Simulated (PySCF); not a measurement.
# C₅H₄FN₂−: spin-spin couplings

Aim: predict the spin-spin couplings of C₅H₄FN₂− (`F/C=C\c1cnc[n-]1`).

Programs: PySCF 2.14.0, with density-fitted response routines of our own. Each step states its level of theory. These are calculated values for one molecule in the gas phase, unless marked as measured. Atoms count from 0, in the outputs and in this text.

### 1 Starting geometry

12 atoms, charge -1, multiplicity 1; geometry from: GFN2-xTB.

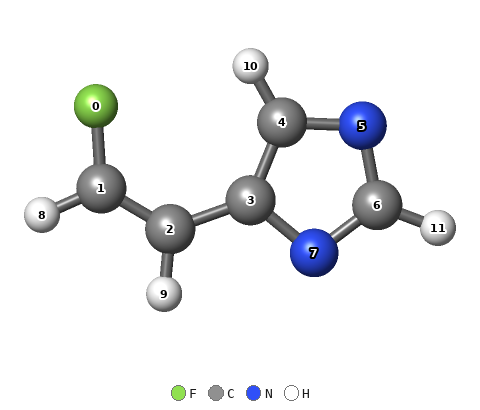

The starting geometry (fluorine green, carbon grey, nitrogen blue, hydrogen white), atoms numbered.

### 2 Spin-spin couplings: B3LYP/pcJ-1

What the job is given:

```
{"job": {"kind": "j", "xc": "B3LYP", "basis": "pcJ-1"}, "charge": -1, "multiplicity": 1}
F     -2.091946     0.902120    -1.472983
C     -2.240958     0.162481    -0.326155
C     -1.226584    -0.292882     0.414978
C      0.175929    -0.144401     0.228039
C      0.917134     0.507216    -0.761879
N      2.227563     0.369874    -0.507009
C      2.241805    -0.358121     0.625443
N      1.067414    -0.699638     1.119566
H     -3.290521     0.006674    -0.116688
H     -1.513306    -0.862304     1.292166
H      0.562773     1.052327    -1.620671
H      3.171894    -0.644033     1.099165
```

Level: B3LYP/pcJ-1 indirect spin-spin coupling, non-relativistic, gas phase.

Command:

```console
OMP_NUM_THREADS=1 python probes_run.py task.json out
```

This one command runs all jobs of the session in turn.

Output:

```text
coarse grid: 11120 points
cycle   1  E = -402.1258844167  dE =  1.340e+00  |g| = 6.768e-01  |ddm| = 3.367e+00
cycle   2  E = -401.9919641305  dE =  1.339e-01  |g| = 1.052e+00  |ddm| = 2.184e+00
cycle   3  E = -402.2328432215  dE = -2.409e-01  |g| = 1.504e-01  |ddm| = 1.358e+00
cycle   4  E = -402.2374886728  dE = -4.645e-03  |g| = 6.377e-02  |ddm| = 1.836e-01
cycle   5  E = -402.2384141741  dE = -9.255e-04  |g| = 2.187e-02  |ddm| = 7.871e-02
cycle   6  E = -402.2385127459  dE = -9.857e-05  |g| = 5.704e-03  |ddm| = 2.257e-02
cycle   7  E = -402.2385192849  dE = -6.539e-06  |g| = 1.735e-03  |ddm| = 5.473e-03
final grid: 111120 points
cycle   8  E = -402.3049173380  dE = -1.304e-04  |g| = 7.939e-03  |ddm| = 2.131e-02
cycle   9  E = -402.3048928486  dE =  2.449e-05  |g| = 1.363e-02  |ddm| = 1.763e-02
cycle  10  E = -402.3049287675  dE = -3.592e-05  |g| = 1.984e-03  |ddm| = 1.203e-02
cycle  11  E = -402.3049295096  dE = -7.422e-07  |g| = 9.309e-04  |ddm| = 2.552e-03
cycle  12  E = -402.3049296740  dE = -1.643e-07  |g| = 2.752e-04  |ddm| = 8.779e-04
cycle  13  E = -402.3049296884  dE = -1.444e-08  |g| = 2.267e-05  |ddm| = 2.424e-04
cycle  14  E = -402.3049296885  dE = -4.707e-11  |g| = 1.666e-05  |ddm| = 2.813e-05
converged SCF energy = -402.3049296885

Indirect spin-spin couplings (Hz)
  i      j    bonds     total        FC       PSO       DSO        SD
  0 F    1 C    1   -300.719  -318.351    12.784     0.703     4.144
  0 F    2 C    2     -2.153    14.153   -24.923    -0.207     8.825
  0 F    3 C    3     -3.882    -1.460    -1.201     0.091    -1.312
  0 F    4 C    4     11.894     5.515     2.314     0.215     3.851
  0 F    5 N    5     -3.367    -0.980    -1.325     0.059    -1.120
  0 F    6 C    5      2.263     1.290     0.086    -0.208     1.096
  0 F    7 N    4     -0.178    -0.032     0.465     0.092    -0.702
  0 F    8 H    2     98.285    92.297    10.001    -1.508    -2.506
  0 F    9 H    3     49.456    54.344    -3.768    -2.153     1.034
  0 F   10 H    5      4.783     6.111    -2.866     1.460     0.079
  1 C    2 C    1     93.880   101.669    -8.040     0.252         -
  1 C    3 C    2     -0.367    -0.247    -0.134     0.014         -
  1 C    4 C    3      0.783     1.191    -0.421     0.013         -
  1 C    5 N    4     -0.159    -0.022     0.094     0.026    -0.257
  1 C    6 C    4      0.599     0.509     0.160    -0.070         -
  1 C    7 N    3     -3.920    -3.240    -0.347     0.024    -0.358
  1 C    8 H    1    199.239   198.165     0.045     1.028         -
  1 C    9 H    2     13.288    14.606    -1.095    -0.223         -
  1 C   10 H    4     -0.874    -0.773    -0.121     0.020         -
  2 C    3 C    1     77.032    80.237    -3.521     0.317         -
  2 C    4 C    2      9.175     8.880     0.294     0.001         -
  2 C    5 N    3     -0.160     0.191    -0.335     0.036    -0.052
  2 C    6 C    3      9.657     9.458     0.284    -0.085         -
  2 C    7 N    2    -10.812   -10.994     0.097    -0.008     0.092
  2 C    8 H    2     13.849    14.878    -0.586    -0.442         -
  2 C    9 H    1    152.451   151.019     0.437     0.995         -
  2 C   10 H    3     -0.108    -0.029    -0.012    -0.067         -
  2 C   11 H    4      0.270     0.240     0.402    -0.372         -
  3 C    4 C    1     64.977    70.904    -6.262     0.335         -
  3 C    5 N    2      0.286    -0.207     0.581     0.003    -0.090
  3 C    6 C    2      5.505     5.299     0.173     0.033         -
  3 C    7 N    1     -0.274    -4.138     4.218    -0.117    -0.237
  3 C    8 H    3      7.693     7.922     0.155    -0.383         -
  3 C    9 H    2     -3.883    -3.353    -0.490    -0.040         -
  3 C   10 H    2     16.034    17.011    -0.742    -0.236         -
  3 C   11 H    3      9.688     9.914     0.381    -0.606         -
  4 C    5 N    1     -0.326    -5.245     5.417    -0.094    -0.403
  4 C    6 C    2      1.987     1.902     0.075     0.010         -
  4 C    7 N    2     -0.569    -0.746     0.524     0.007    -0.354
  4 C    8 H    4     -0.727    -0.571     0.147    -0.303         -
  4 C    9 H    3      5.748     5.676     0.492    -0.420         -
  4 C   10 H    1    179.350   177.888     0.328     1.134         -
  4 C   11 H    3      8.416     8.690     0.398    -0.671         -
  5 N    6 C    1      2.922    -1.501     4.974    -0.099    -0.451
  5 N    7 N    2     -1.563    -0.559    -0.946    -0.013    -0.045
  5 N   10 H    2    -12.057   -12.923     0.734     0.144    -0.012
  5 N   11 H    2    -14.955   -15.739     0.649     0.155    -0.020
  6 C    7 N    1     -0.374    -5.366     5.823    -0.098    -0.732
  6 C    9 H    4     -0.397    -0.443     0.364    -0.319         -
  6 C   10 H    3     14.947    15.144     0.443    -0.640         -
  6 C   11 H    1    186.745   185.193     0.414     1.138         -
  7 N    8 H    4     -0.395    -0.347    -0.139     0.110    -0.018
  7 N    9 H    3     -1.850    -1.984     0.240    -0.089    -0.017
  7 N   10 H    3     -0.163    -0.456     0.019     0.250     0.024
  7 N   11 H    2    -15.062   -15.903     0.709     0.166    -0.035
  8 H    9 H    3      5.955     6.192     0.086    -0.323         -
  8 H   10 H    5      0.434     0.556     1.163    -1.286         -
  8 H   11 H    6      0.284     0.366     1.004    -1.085         -
  9 H   10 H    4     -0.649    -0.539     1.635    -1.745         -
  9 H   11 H    5      0.327     0.378     1.089    -1.139         -
 10 H   11 H    4      0.206     0.377     2.184    -2.355         -
```

It took 51 s on 1 thread of Arm Neoverse V2, shared host; peak memory 1 GiB.

A choice of the couplings up to four bonds, sorted by the number of bonds; isotopes 13C, 19F, 1H, 15N:

```
  pair  bonds  J (Hz)  Fermi contact (Hz)  dihedral (°)
 F0–C1      1  -300.7              -318.4             –
 C1–H8      1   199.2               198.2             –
C6–H11      1   186.7               185.2             –
C4–H10      1   179.3               177.9             –
 C2–H9      1   152.5               151.0             –
 C1–C2      1    93.9               101.7             –
 C2–C3      1    77.0                80.2             –
 C3–C4      1    65.0                70.9             –
 N5–C6      1     2.9                -1.5             –
 F0–H8      2    98.3                92.3             –
C3–H10      2    16.0                17.0             –
N7–H11      2   -15.1               -15.9             –
N5–H11      2   -15.0               -15.7             –
 C2–H8      2    13.8                14.9             –
 C1–H9      2    13.3                14.6             –
N5–H10      2   -12.1               -12.9             –
 C2–N7      2   -10.8               -11.0             –
 C2–C4      2     9.2                 8.9             –
 F0–H9      3    49.5                54.3          -180
C6–H10      3    14.9                15.1           180
C3–H11      3     9.7                 9.9          -180
 C2–C6      3     9.7                 9.5          -180
C4–H11      3     8.4                 8.7           180
 C3–H8      3     7.7                 7.9           180
 H8–H9      3     6.0                 6.2             0
 C4–H9      3     5.7                 5.7          -180
 C1–N7      3    -3.9                -3.2          -180
 F0–C4      4    11.9                 5.5             –
```

The spin-dipole term was solved for some atoms only; pairs without it lack that part.

Quadrupole couplings from the field gradients of the same density:

```
atom  isotope  eQq/h (MHz)     η
  N5      14N       -4.228  0.04
  N7      14N       -3.976  0.03
```

### 3 What came out

```
                                   quantity                     value
largest coupling of the table (B3LYP/pcJ-1)  ¹J(F,C) F0–C1, -300.7 Hz
```

What this shows: Of the pairs tabulated at B3LYP/pcJ-1, F0–C1 couples most strongly (-300.7 Hz; Fermi contact -318.4 Hz). Couplings across rotatable bonds belong to this one conformer; where others are populated, the observed values are averages.
